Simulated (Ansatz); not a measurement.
Cell of rock-salt ZrN (1 1 1) on anatase TiO2 (1 1 0) (film strained to the substrate, started from cuts of the bulks and a machine-learned relaxation; slabs O20Ti10 and N12Zr12, which can lie off the formulas), relaxed at this level with a, b, gamma of the cell held:

```
Ti5Zr6N6O10
1.0
    5.37205     0.00027    -0.05008
    2.68598     4.85055     0.01251
   -1.36233     1.41570    25.93698
O Ti N Zr
20 10 12 12
Direct
  0.11023   0.87970   0.01459
  0.65029   0.40863   0.09267
  0.03733   0.59053   0.09352
  0.56740   0.09584   0.03190
  0.64768   0.90469   0.14544
  0.18432   0.37003   0.19858
  0.59543   0.54701   0.19819
  0.08315   0.05751   0.14351
  0.20410   0.85492   0.25079
  0.73235   0.33569   0.30319
  0.14476   0.50775   0.30315
  0.62143   0.02628   0.25084
  0.75345   0.81935   0.35471
  0.28143   0.30100   0.40672
  0.68641   0.48319   0.40794
  0.16545   0.98958   0.35646
  0.31551   0.81606   0.46533
  0.80456   0.25987   0.51418
  0.24747   0.45944   0.50967
  0.72868   0.94915   0.45928
  0.32816   0.48667   0.04892
  0.83011   0.98899   0.09837
  0.86810   0.46767   0.14846
  0.38420   0.95786   0.20131
  0.41530   0.43621   0.25197
  0.93862   0.92120   0.30393
  0.96136   0.40394   0.35539
  0.49086   0.88968   0.40659
  0.51222   0.36383   0.45889
  0.04770   0.86171   0.50930
  0.18283   0.78840   0.58909
  0.89651   0.41300   0.61054
  0.56570   0.06177   0.60906
  0.26791   0.37765   0.70449
  0.96785   0.02036   0.70569
  0.61338   0.72492   0.70521
  0.32318   0.00984   0.80363
  0.99086   0.67312   0.80424
  0.65776   0.33937   0.80429
  0.37535   0.63827   0.90927
  0.03793   0.29643   0.90914
  0.69045   0.98401   0.91042
  0.23367   0.06207   0.64218
  0.91559   0.72144   0.64449
  0.54914   0.39700   0.57746
  0.30799   0.68625   0.75177
  0.96257   0.35658   0.75141
  0.63117   0.03374   0.75080
  0.35415   0.31678   0.85775
  0.01171   0.99498   0.85795
  0.67649   0.65736   0.85742
  0.38590   0.95901   0.96604
  0.05198   0.62487   0.95116
  0.73603   0.26307   0.96501
```

Computed with PBE (plane waves to 420 eV, PAW; Ansatz, a first-principles code). Scalar-relativistic, without spin–orbit coupling; the runs are not spin-polarised. Its k-point mesh 6×6×1, Fermi–Dirac width 0.05 eV.

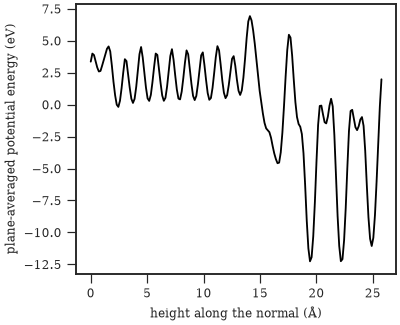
Figure. Smooth (PAW) electrostatic potential energy of an electron, averaged over planes, about its mean

The curve spans 19.2 eV over the stretch drawn.
